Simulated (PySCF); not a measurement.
# HBS (hydrogen boron sulfide) at 6 levels

Aim: a comparison of 6 runs (PBE/STO-3G, r2SCAN/STO-3G, wB97X-V/STO-3G, MP2/STO-3G, BCCD(T)/STO-3G, NEVPT2(10,9)/STO-3G) of HBS (hydrogen boron sulfide). The job is set up through a Python script.

Program for the calculation: PySCF 2.14.0.

9 further runs of the same task are left out: 9 set aside as unsound or not needed.

### 1 The molecule

HBS has 3 atoms, charge 0, and is taken as a singlet. SMILES: `B=S`. The B1–H3 distance was set to 2.060 Å, away from the relaxed value. At this shape a bond of the SMILES string is far longer than usual.

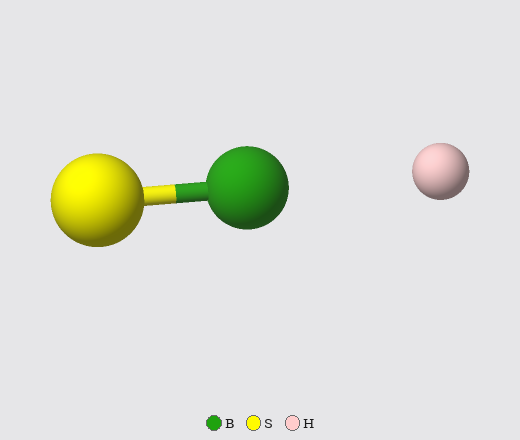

Viewed from a chosen angle; boron green, sulfur yellow, hydrogen pink.

### 2 A single-point energy at PBE/STO-3G (run 1)

Input file run.py:

```python
from pyscf import gto, dft

molecule = gto.Mole()
molecule.atom = '''
B    0.209577   0.075345  -0.733083
S    0.645927   0.237955  -2.255283
H   -0.354300  -0.130410   1.237110
'''
molecule.basis = 'sto-3g'
molecule.verbose = 3
molecule.max_memory = 1860
molecule.build()

myscf = dft.RKS(molecule, xc='pbe')
myscf.grids.level = 5
myscf.conv_tol = 1e-10
myscf.kernel()
if not myscf.converged:
    myscf = myscf.newton().run(myscf.mo_coeff, myscf.mo_occ)

etot = myscf.e_tot
print('E = %.10f Eh' % etot)
```

The run is started by

```console
$ OMP_NUM_THREADS=1 python run.py
```

Output:

```text
converged SCF energy = -418.547293334145
E = -418.5472933341 Eh
```

Wall time 1.4 s (1 thread of Arm Neoverse V2, shared host); peak memory 0.17 GiB.

### 3 The energy at r2SCAN/STO-3G (run 2)

Input file run.py:

```python
from pyscf import gto, dft

molecule = gto.M(
    atom='B 0.209577 0.075345 -0.733083; S 0.645927 0.237955 -2.255283; H -0.354300 -0.130410 1.237110',
    verbose=4,
    max_memory=1860,
    basis='sto-3g',
)

mf = dft.RKS(molecule, xc='r2scan')
mf.conv_tol = 1e-10
mf.grids.level = 5
mf.kernel()
if not mf.converged:
    mf = mf.newton().run(mf.mo_coeff, mf.mo_occ)

e_final = mf.e_tot
print('Final energy', e_final)
```

The run is started by

```console
$ OMP_NUM_THREADS=1 python run.py
```

Output:

```text
PySCF version 2.14.0

[... 70 lines left out ...]
converged SCF energy = -418.730342021999
Final energy -418.7303420219995
```

Wall time 1.8 s (1 thread of Arm Neoverse V2, shared host); peak memory 0.17 GiB.

### 4 A single-point energy at wB97X-V/STO-3G (run 3)

Input file input.py:

```python
from pyscf import gto, dft

molecule = gto.Mole()
molecule.atom = '''
B      0.396043     0.142381    -1.385326
S      1.220625     0.449670    -4.261867
H     -0.669530    -0.246439     2.337799
'''
molecule.max_memory = 1860
molecule.basis = 'sto-3g'
molecule.unit = 'bohr'
molecule.verbose = 4
molecule.charge = 0
molecule.build()

mf = dft.RKS(molecule)
mf.xc = 'wb97x-v'
mf.grids.level = 5
mf.nlcgrids.level = 1
mf.conv_tol = 1e-10
mf.kernel()
if not mf.converged:
    mf = mf.newton().run(mf.mo_coeff, mf.mo_occ)

etot = mf.e_tot
print(f'total energy: {etot:.8f} hartree')
```

The run is started by

```console
$ OMP_NUM_THREADS=1 python input.py
```

Output:

```text
PySCF version 2.14.0

[... 80 lines left out ...]
converged SCF energy = -418.687395933496
total energy: -418.68739593 hartree
```

Run time: 6.9 s. Hardware: 1 thread of Arm Neoverse V2, shared host; peak memory 0.17 GiB.

Runs 4 to 5 aren't shown in full; the table further down has their settings and results.

### 5 A single-point energy at NEVPT2(10,9)/STO-3G (run 6)

Input file input.py:

```python
import numpy
from pyscf import gto, scf, mp, mcscf, mrpt

molecule = gto.M(
    atom='''
B      0.209577     0.075345    -0.733083
S      0.645927     0.237955    -2.255283
H     -0.354300    -0.130410     1.237110
''',
    basis='sto-3g',
    max_memory=1860,
    verbose=4,
)

hf = molecule.RHF()
hf.conv_tol = 1e-10
hf.kernel()
if not hf.converged:
    hf = hf.newton().run(hf.mo_coeff, hf.mo_occ)

pt = mp.MP2(scf.addons.convert_to_uhf(hf)).run()
noons, natorbs = mcscf.addons.make_natural_orbitals(pt)
print('natural occupations', numpy.round(noons[:40], 4))
cas = mcscf.CASSCF(hf, 9, 10)
cas.fix_spin_(ss=0.0)
cas.natorb = True
cas.kernel(natorbs)
e_pt2 = mrpt.NEVPT(cas).kernel()
etot = cas.e_tot + e_pt2
print('E(%s) = %.9f' % ('NEVPT2', etot))
```

The run is started by

```console
$ OMP_NUM_THREADS=1 python input.py
```

Output:

```text
PySCF version 2.14.0

[... 55 lines left out ...]
converged SCF energy = -417.914324392379
[... 53 lines left out ...]
1-step CASSCF converged in   3 macro ( 23 JK   7 micro) steps
[... 27 lines left out ...]
CASSCF energy = -418.096376584551
[... 39 lines left out ...]
Nevpt2 Energy = -0.000785130664737
E(NEVPT2) = -418.097161715
```

Wall time 6.3 s (1 thread of Arm Neoverse V2, shared host); peak memory 0.14 GiB.

### 6 The series

```tsv
run	level	nlc grid	integration grid	energy (Eh)	dipole moment (D) of the reference	HOMO energy (eV)	LUMO energy (eV)	wall time
1	PBE/STO-3G	–	5	-418.547293	0.04	-4.57	0.07	1.4 s
2	r2SCAN/STO-3G	–	5	-418.730342	0.09	-4.79	0.07	1.8 s
3	wB97X-V/STO-3G	1	5	-418.687396	0.41	-8.04	3.37	6.9 s
4	MP2/STO-3G	–	–	-418.051191	0.93	-8.02	5.02	0.6 s
5	BCCD(T)/STO-3G	–	–	-418.095692	–	–	–	0.8 s
6	NEVPT2(10,9)/STO-3G	–	–	-418.097162	0.93	-8.02	5.02	6.3 s
```

### 7 Summary of results

| quantity | value |
| --- | --- |
| run 6: total energy | -418.09716 Eh |
| run 6: dipole moment (Hartree–Fock density) | 0.93 D |
| run 6: HOMO energy (Hartree–Fock orbitals) | -8.02 eV |
| run 6: LUMO energy (Hartree–Fock orbitals) | 5.02 eV |
| run 6: HOMO–LUMO gap (Hartree–Fock orbitals) | 13.04 eV |

**Reading.** Over runs 1, 2, 3 the dipole moment (its size) runs from 0.04 D (PBE/STO-3G) to 0.41 D (wB97X-V/STO-3G). The two dipoles point in opposite directions. Over runs 1, 2, 3 the HOMO–LUMO gap runs from 4.64 eV (PBE/STO-3G) to 11.41 eV (wB97X-V/STO-3G). Totals of different functionals can't be ranked against each other. In runs 1, 2, 3, 4, 5, 6 the basis is minimal, so the values are rough. All runs together took 18 s, the longest 6.9 s.
